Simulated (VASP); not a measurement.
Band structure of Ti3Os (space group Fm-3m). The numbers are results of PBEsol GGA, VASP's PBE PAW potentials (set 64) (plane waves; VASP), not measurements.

The run has a spin-polarised start. Unless said otherwise, spin-orbit coupling is left out, though it shifts the bands of the heavy elements here.

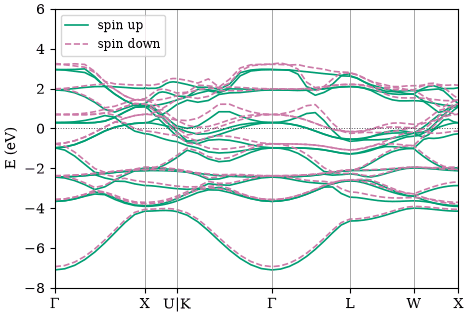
Figure: Bands along high-symmetry lines, zero at the valence-band maximum or, without a gap, the Fermi level

Problem. Read the plot: is there a gap, and where are the band edges?

Solution. It has no gap at this level: it comes out as a metal or semimetal.

The structure comes from a computed database's Ti3Os entry (Fm-3m); how it stands against other phases isn't given here. The cell was not relaxed at this level.
